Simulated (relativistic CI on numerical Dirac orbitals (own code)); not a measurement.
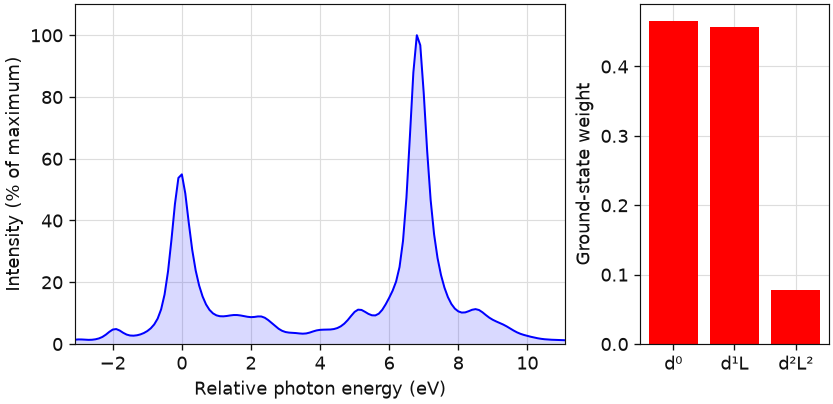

L₂,₃ X-ray absorption of nominal V⁵⁺ (d⁰) with Δ = 2.6, U_dd = 4.5, U_pd = 5.3, 10Dq = 0.4 (ligand 1.1), V(eg) = 1.85, V(t2g) = −0.82 eV, final-state hopping scaled by 1. Charge-transfer multiplet model of a cubic metal–ligand cluster, up to 2 ligand holes (L), atomic integrals computed for Dirac–Coulomb–Breit ions and scaled by 0.8, 20 K, Voigt broadening (Lorentzian 0.4 eV, Gaussian 0.3 eV). Energies are counted from the highest peak in the lower part of the range.

What does the figure show?

The main maxima lie at 0.0 eV (55), 5.1 eV (11), 6.8 eV (100) and 8.5 eV (11), heights in % of the largest. The ground state is 47 % d⁰, 46 % d¹L and 8 % d²L², with 0.61 d electrons and S = 0.00.
